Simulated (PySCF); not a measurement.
**MoCl4: structure of the triplet**

Aim: relax MoCl4 as a triplet from a see-saw start, check by its vibrations whether the end is a minimum, and collect its spectrum and constants.

Computed with PySCF 2.14.0. Level: PBE0, basis Mo def2-TZVP with ECP28, Cl def2-TZVP, scalar-relativistic core potentials, no spin–orbit coupling, density fitting.

## Step 1: Starting geometry

5 atoms, charge 0, spin multiplicity 3.

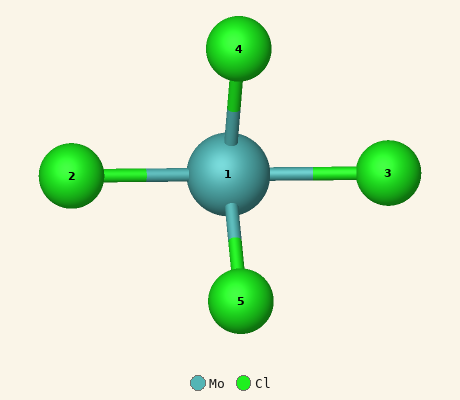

As it starts; molybdenum teal, chlorine green; atoms are numbered from 1 in the order of the file.

```xyz
5
charge 0 multiplicity 3
Mo    0.0000    0.0000    0.0000
Cl    0.0000    2.3610    0.2066
Cl    0.0000   -2.3610    0.2066
Cl    1.8676    0.0000    1.4591
Cl   -1.8676    0.0000    1.4591
```

## Step 2: First SCF at the start

One driver script runs all steps and calls PySCF; scf.py shows how it sets up the SCF of each step. The optimiser is the driver's own. After this first run the driver tries any further starts and a stability analysis.

Contents of scf.py:

```python
from pyscf import gto, scf, dft
mol = gto.M(atom='''
Mo     0.000000     0.000000     0.000000
Cl     0.000000     2.361000     0.206600
Cl    -0.000000    -2.361000     0.206600
Cl     1.867600     0.000000     1.459100
Cl    -1.867600     0.000000     1.459100''',
    basis={'Mo': 'def2-TZVP', 'Cl': 'def2-TZVP'},
    ecp={'Mo': 'def2-TZVP'},
    charge=0, spin=2)
mf = dft.UKS(mol, xc='PBE0')
mf.grids.atom_grid = (50, 194)
aux = {'Mo': 'def2-universal-JKFIT', 'Cl': 'def2-universal-JKFIT'}
mf = mf.density_fit(auxbasis=aux)
mf.conv_tol = 1e-08
mf.diis_space = 10
mf.max_cycle = 60
mf.init_guess = 'minao'
mf.verbose = 4
mf.kernel()
```

The run is started by

```sh
$ OMP_NUM_THREADS=4 python axn.py task.json out
```

Output:

```text
init E= -1901.96497805755
[... the frontier-level lines of each cycle are left out ...]
cycle= 1 E= -1908.47778496117  delta_E= -6.51  |g|= 0.384  |ddm|= 2.84
cycle= 2 E= -1908.20541034272  delta_E= 0.272  |g|= 0.887  |ddm|= 0.911
cycle= 3 E= -1908.50860084654  delta_E= -0.303  |g|= 0.323  |ddm|= 0.661
cycle= 4 E= -1908.56003747467  delta_E= -0.0514  |g|= 0.0828  |ddm|= 0.281
cycle= 5 E= -1908.56387225774  delta_E= -0.00383  |g|= 0.018  |ddm|= 0.0622
cycle= 6 E= -1908.56409148704  delta_E= -0.000219  |g|= 0.00755  |ddm|= 0.0217
cycle= 7 E= -1908.56417664511  delta_E= -8.52e-05  |g|= 0.00446  |ddm|= 0.0145
cycle= 8 E= -1908.56422045957  delta_E= -4.38e-05  |g|= 0.00213  |ddm|= 0.011
cycle= 9 E= -1908.56424027189  delta_E= -1.98e-05  |g|= 0.00113  |ddm|= 0.0107
cycle= 10 E= -1908.56424230148  delta_E= -2.03e-06  |g|= 0.000474  |ddm|= 0.00315
cycle= 11 E= -1908.56424264495  delta_E= -3.43e-07  |g|= 0.000108  |ddm|= 0.00137
cycle= 12 E= -1908.56424267194  delta_E= -2.7e-08  |g|= 4.2e-05  |ddm|= 0.000362
cycle= 13 E= -1908.56424267612  delta_E= -4.19e-09  |g|= 2.21e-05  |ddm|= 0.000136
Extra cycle  E= -1908.56424267612  delta_E=    0  |g|= 4.15e-05  |ddm|= 5.84e-05
converged SCF energy = -1908.56424267612  <S^2> = 2.0392982  2S+1 = 3.0260854
```

This step, with its further starts and checks, needed 55 s of wall time on 4 threads of Arm Neoverse V1, shared host.

Energies from each starting density:

```tsv
start	energy (Eh)
the minimal-basis guess	-1908.564243
a thermally smeared density	-1908.562936
a smeared PBE density	-1908.564243
```

The test of internal stability and the other starts found no lower solution of this spin.

## Step 3: See-saw start, triplet: relaxation

The program finds C2v symmetry in the start, which this walk keeps.

Edit scf.py of step 2 so:

```diff
@@ -3,5 +3,5 @@
-Mo     0.000000     0.000000     0.000000
-Cl     0.000000     2.361000     0.206600
-Cl    -0.000000    -2.361000     0.206600
-Cl     1.867600     0.000000     1.459100
-Cl    -1.867600     0.000000     1.459100''',
+Mo     0.000000     0.000000    -0.489927
+Cl     0.000000     2.361000    -0.283327
+Cl     0.000000    -2.361000    -0.283327
+Cl     1.867600    -0.000000     0.969173
+Cl    -1.867600    -0.000000     0.969173''',
@@ -18 +17,0 @@
-mf.init_guess = 'minao'
```

The optimiser's trace:

```tsv
step	energy (Eh)	change (kJ/mol)	largest symmetric gradient (Eh/bohr)
0	-1908.564243	0.00	0.08886
1	-1908.592611	-74.48	0.04611
2	-1908.604881	-106.70	0.01005
3	-1908.608657	-116.61	0.00669
4	-1908.610721	-122.03	0.00370
5	-1908.611143	-123.14	0.00125
6	-1908.611275	-123.48	0.00092
7	-1908.611322	-123.61	0.00055
8	-1908.611334	-123.64	0.00028
9	-1908.611334	-123.64	0.00003
```

The walk took 83 s.

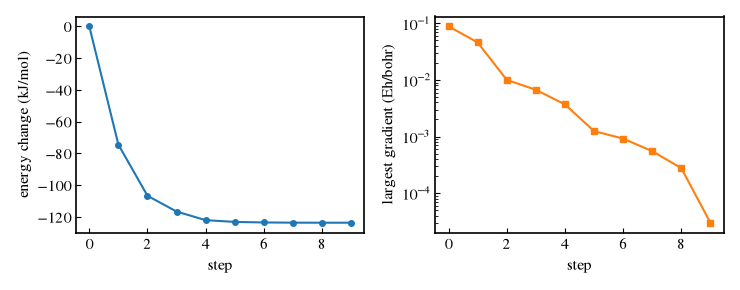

How energy and gradient fall.

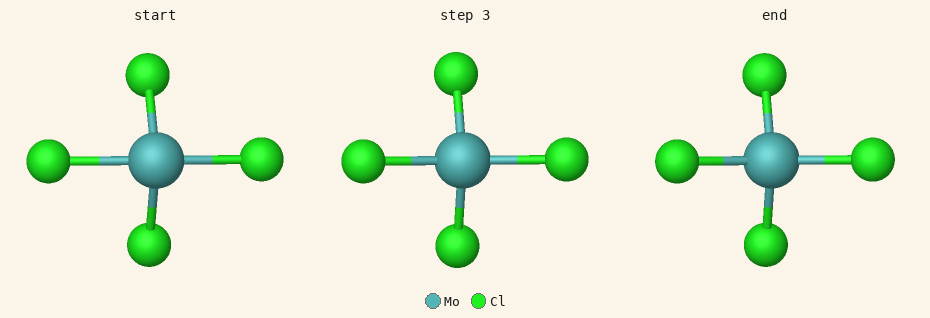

Start and end of the relaxation, with a step between.

After 9 steps and 123.6 kJ/mol it ends at C2v: Mo–Cl 2.218 Å (×2), Mo–Cl 2.269 Å (×2); Cl–Mo–Cl 99.2° (×4), Cl–Mo–Cl 114.7°, Cl–Mo–Cl 145.6°.

## Step 4: Is it a minimum? Harmonic modes

The point is checked on the finer grid, and tightened if its gradient asks for it. The Hessian and the dipole derivatives come from central differences of analytic gradients, with steps of 0.02 bohr.

Edit scf.py of step 3 so:

```diff
@@ -3,5 +3,5 @@
-Mo     0.000000     0.000000    -0.489927
-Cl     0.000000     2.361000    -0.283327
-Cl     0.000000    -2.361000    -0.283327
-Cl     1.867600    -0.000000     0.969173
-Cl    -1.867600    -0.000000     0.969173''',
+Mo     0.000000    -0.000000    -0.160382
+Cl     0.000000     2.170677    -0.821559
+Cl     0.000000    -2.170677    -0.821559
+Cl     1.864532     0.000000     1.041214
+Cl    -1.864532     0.000000     1.041214''',
@@ -12 +12 @@
-mf.grids.atom_grid = (50, 194)
+mf.grids.atom_grid = (75, 302)
@@ -15 +15 @@
-mf.conv_tol = 1e-08
+mf.conv_tol = 1e-10
```

The driver hands on the density of the step before, so the log starts near convergence.

Log of the central SCF (cycles and frontier levels):

```text
init E= -1908.61141860967
[... the frontier-level lines of each cycle are left out ...]
cycle= 1 E= -1908.61141860967  delta_E= -2.27e-12  |g|= 1.42e-06  |ddm|= 2.94e-06
Extra cycle  E= -1908.61141860967  delta_E= 4.55e-12  |g|= 3.88e-06  |ddm|= 4.02e-06
converged SCF energy = -1908.61141860967  <S^2> = 2.0157966  2S+1 = 3.0105126
```

The whole step took 3.8 min.

Geometry: C2v; Mo–Cl 2.218 Å (×2), Mo–Cl 2.269 Å (×2); Cl–Mo–Cl 99.1° (×4), Cl–Mo–Cl 114.4°, Cl–Mo–Cl 146.1°.

Harmonic modes (main isotopes):

| symmetry | ω (cm⁻¹) | IR (km/mol) | μ (u) | type |
| --- | --- | --- | --- | --- |
| a2 | 49 | 0.0 | 34.97 | bend |
| a1 | 81 | 0.9 | 35.48 | bend |
| a1 | 114 | 4.3 | 44.66 | bend |
| b1 | 145 | 0.0 | 39.08 | bend |
| b2 | 163 | 0.9 | 39.82 | bend |
| a1 | 371 | 22.0 | 36.58 | stretch |
| b1 | 415 | 160 | 47.87 | stretch |
| a1 | 419 | 33.5 | 38.97 | stretch |
| b2 | 474 | 44.6 | 46.76 | stretch |

μ is the mass of the mode for normalised Cartesian displacements, not the reduced mass of the usual diatomic formula.

Every mode is real; the point is a minimum.

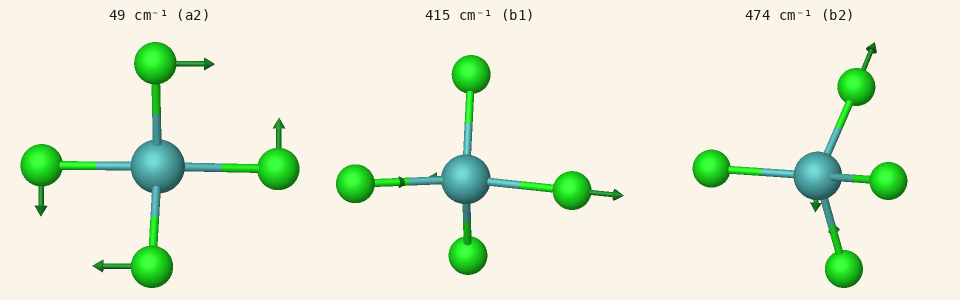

How the atoms move in 3 of the modes.

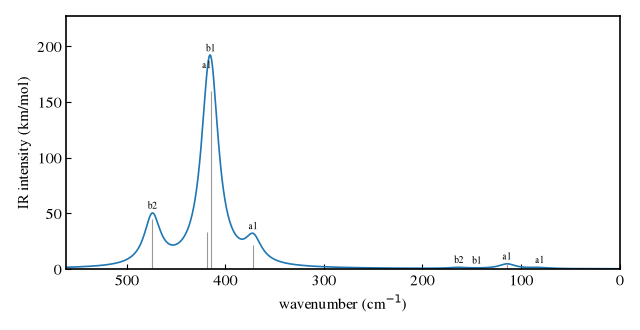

The harmonic infrared spectrum (widths in cm⁻¹). Lines are broadened to a width of 20 cm⁻¹ (Lorentzian).

Properties at this point:

| Quantity | Value |
| --- | --- |
| Dipole moment | 0.64 D |
| Highest occupied level | -6.80 eV |
| Lowest empty level | -4.94 eV |
| Rotational constants | 0.04572, 0.03704, 0.02944 cm⁻¹ |
| Zero-point energy | 13.3 kJ/mol |
| Principal polarisabilities | 77.9, 84.8, 109.8 bohr³ |
| Atomisation energy without zero-point energy | 1358 kJ/mol |
| Principal traceless quadrupole moments about the centre of mass | -5.12, 2.52, 2.60 D Å |
| Entropy at 298.15 K and 1 bar (electronic part: spin only) | 392.4 J/(mol K) |
| Heat capacity Cp at 298.15 K | 97.6 J/(mol K) |
| Enthalpy at 298.15 K above 0 K | 22.41 kJ/mol |
| Rotational symmetry number | 2 |
| Spin squared ⟨S²⟩ | 2.016 |

Charges (e) and bond orders:

```
 atom  Mulliken  Löwdin  polar tensor  spin (Mulliken)  Mayer order to Mo1
  Mo1      1.13   -0.47          1.79             1.83                   –
Cl2,3     -0.31    0.07         -0.49             0.04                1.09
Cl4,5     -0.26    0.16         -0.41             0.04                1.16
```

Outer orbital energies (eV). α occupied: -10.73, -10.53, -10.30, -9.71, -9.58, -9.46, -7.62, -6.80; empty: -4.94, -3.85, -3.04, -0.03. β occupied: -10.94, -10.69, -10.65, -10.41, -9.95, -9.64, -9.46, -9.44; empty: -4.15, -3.48, -3.28, -2.95.

Mulliken populations on Mo1 (outside its core potential): s 2.33, p 6.38, d 4.12, f 0.04.

## Step 5: Outcome

| quantity | value |
| --- | --- |
| minimum | triplet, C2v |
| geometry | Mo–Cl 2.218 Å (×2), Mo–Cl 2.269 Å (×2); Cl–Mo–Cl 99.1° (×4), Cl–Mo–Cl 114.4°, Cl–Mo–Cl 146.1° |
| wavenumbers (cm⁻¹) | 49 (a2), 81 (a1), 114 (a1), 145 (b1), 163 (b2), 371 (a1), 415 (b1), 419 (a1), 474 (b2) |
| dipole moment | 0.64 D |
| highest occupied, lowest empty level (either spin) | -6.80, -4.94 eV |
| polar-tensor charge of Mo1 | +1.79 e |
| zero-point energy | 13.3 kJ/mol |
| entropy at 298.15 K | 392.4 J/(mol K) |
| atomisation energy (no zero-point energy) | 1358 kJ/mol |
| ⟨S²⟩ | 2.016 |

In words: The see-saw start keeps its C2v symmetry and ends in a minimum. In the infrared the band at 415 cm⁻¹ (b1, stretch) leads. Most of the spin sits on Mo1 (Mulliken spin 1.83, against 2 for the whole molecule). Other starts or spin states, not run here, may lie lower. Open d and f shells are described by one determinant, and the ground state may have another occupation or spin.

The search up to here took 6.1 min.
